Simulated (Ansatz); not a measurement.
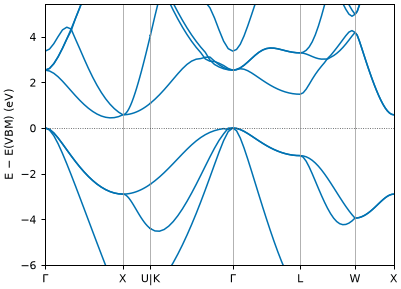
Figure. Band structure from the program Ansatz at the LDA level (PAW)

**Question.** Read off the gap and where the band edges lie.

**Answer.** About 0.4 eV (0.44 eV by a search for the band edges); maximum at Γ, minimum on the Γ–X line, 84 % of the way from Γ.

**Question.** Which compound is it?
A) Be2C, fluorite or antifluorite type
B) AgI, zinc blende
C) Si, diamond

**Answer.** C, Si, diamond

Space group Fd-3m (diamond). Symmetry was held in the LDA relaxation.

Potentials: the earlier of the program's two PAW sets. The files were generated under PBE; for other functionals the program regenerates the frozen cores, and for LDA and PBEsol the local potential too.
